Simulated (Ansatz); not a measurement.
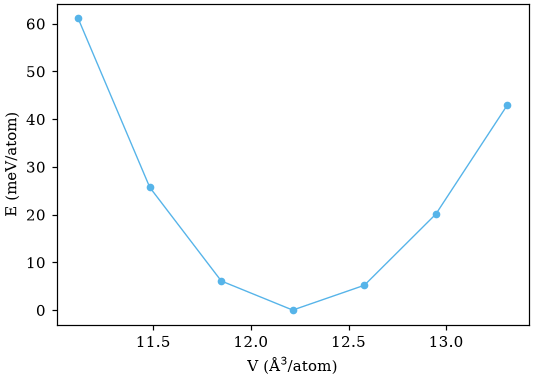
Figure. SiNi in space group Pnma (No. 62; Si on 4c, Ni on 4c) under volume change, the program Ansatz at the PBE level (PAW), shape and atoms relaxed at each volume.

**Question.** What does a third-order Birch–Murnaghan fit give for V₀, B₀ and B′?

**Answer.** V₀ = 12.22 Å³/atom, B₀ = 165 GPa, B′ = 4.6.

The cell keeps a stress of up to 0.3 GPa. The cell was relaxed with PBE under the symmetry of its start. No spin polarisation was allowed.

Potentials: the earlier of the program's two PAW sets.
